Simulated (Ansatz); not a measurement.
# One shape, several levels: AlHOF (SMILES [O][AlH][F])

Wanted: a comparison of 6 runs (UHF/STO-3G, U-r2SCAN/STO-3G, UHSE06/STO-3G, UPBE0/STO-3G, UCCSDT(Q)/STO-3G, UCCSD(T)/STO-3G) of AlHOF. 

The results are computed with Ansatz 0.2.0.

70 further runs of the same task are left out: 5 that didn't finish, 65 set aside as unsound or not needed.

## Step 1: The system as given

AlHOF: 4 atoms, total charge 0, spin state doublet. As SMILES, `[O][AlH][F]`. The H4–Al2 distance was set to 3.910 Å, away from the relaxed value. At this shape a bond of the SMILES string is far longer than usual.

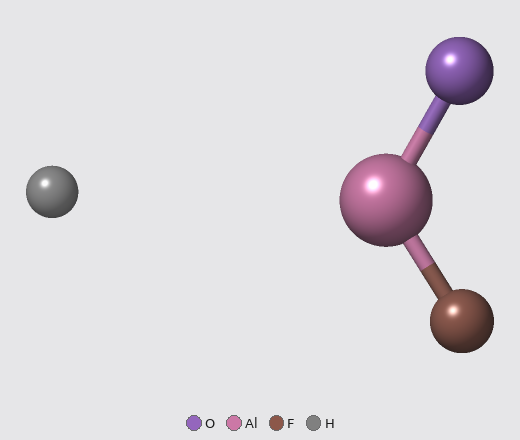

The structure, seen from a chosen angle (oxygen purple, aluminium pink, fluorine brown, hydrogen grey).

## Step 2: A single-point energy at UHF/STO-3G (run 1)

File job.yaml:

```yaml
basis:
  gaussian:
    orbitals: STO-3G
crystal:
  periodic: [false, false, false]
  atoms:
    - {symbol: O, position_ang: [-1.979131, -2.500835, 1.379499]}
    - {symbol: Al, position_ang: [-1.812631, -1.413135, 0.043099]}
    - {symbol: F, position_ang: [-2.977331, -1.449535, -1.112101]}
    - {symbol: H, position_ang: [1.272100, 0.985600, -0.090400]}
hamiltonian:
  xc: hf
accuracy: high
magnetization:
  spin_polarized: true
  initial_magnetization: 1
```

Command:

```bash
$ ansatz run job.yaml --threads 1 --pin off --max-ram 2610MiB --events-out events.jsonl --progress --plain --runs-dir runs
```

Log:

```text
Warning: RAYON_NUM_THREADS=1 ignored (pool sized by the plan → 1); use --threads N
Functional definition: HF
  name "HF"
  exchange = exact_x
  correlation = 0
345 factors; integrals over basis functions are off by at most 2.8e-8 eV
mean field evaluation 1: about -11181.8417 eV, gradient 2.9e1 eV
mean field evaluation 2: about -11181.8616 eV, gradient 2.9e1 eV
mean field evaluation 4: about -11190.8130 eV, gradient 5.1e0 eV
mean field evaluation 8: about -11191.3160 eV, gradient 1.1e0 eV
mean field evaluation 16: about -11193.3857 eV, gradient 2.6e-2 eV
mean field evaluation 32: about -11193.2603 eV, gradient 2.2e-2 eV
mean field evaluation 64: about -11193.1880 eV, gradient 4.8e-1 eV
mean field evaluation 96: about -11193.3775 eV, gradient 2.5e-1 eV
mean field evaluation 128: about -11193.2958 eV, gradient 6.9e-2 eV
mean field evaluation 160: about -11192.9527 eV, gradient 4.4e0 eV
mean field evaluation 192: about -11188.1896 eV, gradient 2.3e0 eV
mean field evaluation 224: about -11187.3164 eV, gradient 4.2e0 eV
mean field evaluation 256: about -11191.0698 eV, gradient 2.6e0 eV
mean field -11193.38572540 eV, -411.3493382589 hartree, gradient 1.6e-8 eV, S^2 1.688829; 6 other end points of the search recorded, 0 dependent functions left out
reference -11193.38572540 eV, -411.3493382589 hartree; 16, 15 occupied and 4, 5 virtual orbitals, 345 factors
Total energy: -11193.38572540 eV, -411.3493382589 hartree
```

Wall time 0.44 s (1 thread of Arm Neoverse V1, shared host).

## Step 3: A single-point energy at U-r2SCAN/STO-3G (run 2)

File in.yaml:

```yaml
crystal:
  periodic: [false, false, false]
  atoms:
    - {symbol: O, position_ang: [-1.979131, -2.500835, 1.379499]}
    - {symbol: Al, position_ang: [-1.812631, -1.413135, 0.043099]}
    - {symbol: F, position_ang: [-2.977331, -1.449535, -1.112101]}
    - {symbol: H, position_ang: [1.272100, 0.985600, -0.090400]}
basis:
  gaussian:
    orbitals: STO-3G
hamiltonian:
  xc: {name: r2SCAN}
magnetization:
  spin_polarized: true
  initial_magnetization: 1
accuracy: high
```

Command:

```bash
$ ansatz run in.yaml --threads 1 --pin off --max-ram 2610MiB --events-out events.jsonl --progress --plain --runs-dir runs
```

Log, shortened:

```text
Warning: RAYON_NUM_THREADS=1 ignored (pool sized by the plan → 1); use --threads N
Functional definition: r2SCAN
  name "r2SCAN"
[...]
345 factors; integrals over basis functions are off by at most 2.8e-8 eV
[...]
mean field -11222.53205966 eV, -412.4204462869 hartree, gradient 7.0e-8 eV, S^2 1.294044; 8 other end points of the search recorded, 0 dependent functions left out
reference -11222.53206057 eV, -412.4204463206 hartree; 16, 15 occupied and 4, 5 virtual orbitals, 345 factors
Total energy: -11222.53206057 eV, -412.4204463206 hartree
```

It took 18 s on 1 thread of Arm Neoverse V1, shared host; peak memory 0.23 GiB.

Runs 3 to 5 aren't shown in full; the table further down has their settings and results.

## Step 4: The energy at UCCSD(T)/STO-3G (run 6)

Edit job.yaml of step 2 so:

```diff
@@ -10,5 +10,2 @@
     - {symbol: H, position_ang: [1.272100, 0.985600, -0.090400]}
-hamiltonian:
-  xc: hf
-accuracy: high
 magnetization:
@@ -16 +13,7 @@
   initial_magnetization: 1
+correlation:
+  method: ccsd_t
+  frozen_orbitals: {Al: 5, F: 1, H: 0, O: 1}
+scf:
+  omitted_lower_state_checks: [cluster_reference, increment]
+accuracy: high
```

Command:

```bash
$ ansatz run job.yaml --threads 1 --pin off --max-ram 2610MiB --events-out events.jsonl --progress --plain --runs-dir runs
```

Log:

```text
Warning: RAYON_NUM_THREADS=1 ignored (pool sized by the plan → 1); use --threads N
[... 17 lines left out ...]
7 core orbitals not correlated: weight in the atoms' cores, before any rotation towards them, 1.000 or more for the frozen orbitals, at most 0.000 for the correlated occupied ones
[... 69 lines left out ...]
Total energy: -11195.72226167 eV, -411.4352043832 hartree
Checks for a lower state left out: cluster_reference, increment
```

Run time: 0.85 s. Hardware: 1 thread of Arm Neoverse V1, shared host.

## Step 5: All runs side by side

```csv
run,level,frozen core orbitals,energy (Eh),⟨S²⟩,wall time
1,UHF/STO-3G,–,-411.349338,1.689,0.44 s
2,U-r2SCAN/STO-3G,–,-412.420446,1.294,18 s
3,UHSE06/STO-3G,–,-412.216347,1.400,9.3 s
4,UPBE0/STO-3G,–,-412.227840,1.407,7.2 s
5,UCCSDT(Q)/STO-3G,7,-411.441175,1.689,3.6 s
6,UCCSD(T)/STO-3G,7,-411.435204,1.689,0.85 s
```

## Step 6: What came out

| quantity | value |
| --- | --- |
| run 6: total energy | -411.43520 Eh |
| run 6: correlation energy (7 core orbitals frozen) | -85.9 mEh |
| run 6: (T) correction | -8.86 mEh |
| run 6: ⟨S²⟩ of the reference determinant | 1.689 |
| run 6: T1 diagnostic | 0.081 |

In words: Below the UHF energy at the same shape and in the same basis (STO-3G): UCCSDT(Q) -91.8 mEh; UCCSD(T) -85.9 mEh. Totals of different functionals can't be ranked against each other. In runs 1, 2, 3, 4, 5, 6 the basis is minimal, so the values are rough. Spin contamination of the reference: run 1 ⟨S²⟩ = 1.69, run 5 ⟨S²⟩ = 1.69, run 6 ⟨S²⟩ = 1.69, run 4 ⟨S²⟩ = 1.41, run 3 ⟨S²⟩ = 1.40, run 2 ⟨S²⟩ = 1.29. Where it is this large, the reference is a mixture of spin states, and values that rest on it are in doubt. All runs together took 40 s, the longest 18 s.
